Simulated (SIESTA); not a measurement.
Band structure of Lu2AlCo3 (R-3m, 6 atoms in the cell).

```
Lu2AlCo3
1.0
    2.59551     1.49852     3.79453
   -2.59551     1.49852     3.79453
    0.00000    -2.99704     3.79453
Lu Al Co
2 1 3
Cartesian
  0.00000   0.00000   4.22505
  0.00000   0.00000   7.15854
  0.00000   0.00000   0.00000
  1.29776   0.74926   1.89726
 -1.29776   0.74926   1.89726
  0.00000  -1.49852   1.89726
```

Method: SIESTA with GGA PBEsol, numerical atomic orbitals DZP, PseudoDojo PBEsol standard norm-conserving potentials (rewritten from UPF to PSML).

Settings: XC.functional = GGA; XC.authors = PBEsol; potentials = PseudoDojo PBEsol standard; PAO.BasisSize = DZP; PAO.EnergyShift = 0.01 Ry; MeshCutoff = 300 Ry; kgrid.MonkhorstPack = 6 6 6; OccupationFunction = FD; ElectronicTemperature = 0.1 eV; MaxSCFIterations = 150; SCF.Mixer.Method = Pulay; SCF.Mixer.Weight = 0.1; SCF.Mixer.History = 8; SCF.DM.Tolerance = 1.0E-05.

The starting cell comes from a database of computed structures (which also holds hypothetical and non-ambient phases and stackings), without a prior relaxation at this level. Its lattice was rescaled by a random factor within 2.5 % of one. Spin-orbit coupling is off. Spin polarisation is off. Values carry the incompleteness of an atom-centred basis.

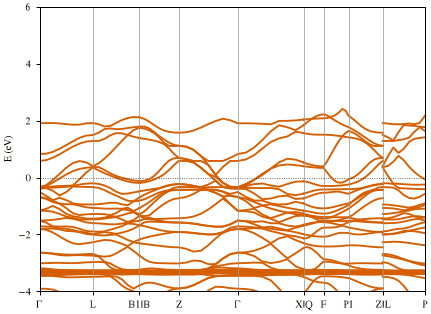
Figure. Bands along the path, energies from the Fermi level.

Levels in eV from the Fermi level, bands 49 to 54:
| point | 49 | 50 | 51 | 52 | 53 | 54 |
|---|---|---|---|---|---|---|
| Γ | -0.51 | -0.39 | -0.39 | -0.36 | -0.36 | -0.33 |
| L | -0.95 | -0.33 | -0.20 | 0.35 | 0.37 | 0.40 |
| B1 | -0.81 | -0.70 | -0.48 | -0.19 | -0.12 | 1.39 |
| Z | -0.33 | -0.23 | -0.23 | 0.58 | 0.69 | 0.69 |
| X | -0.91 | -0.73 | -0.56 | -0.13 | 0.40 | 0.53 |
| F | -1.08 | -0.53 | -0.42 | -0.30 | 0.34 | 0.39 |
| P1 | -0.91 | -0.57 | -0.41 | -0.24 | -0.06 | 1.41 |
| P | -0.91 | -0.57 | -0.41 | -0.24 | -0.06 | 1.41 |

Bands cross the Fermi level along this path, so the cell is metallic at this level.

Higher empty bands are left out: an atom-centred basis made for the valence describes them poorly.
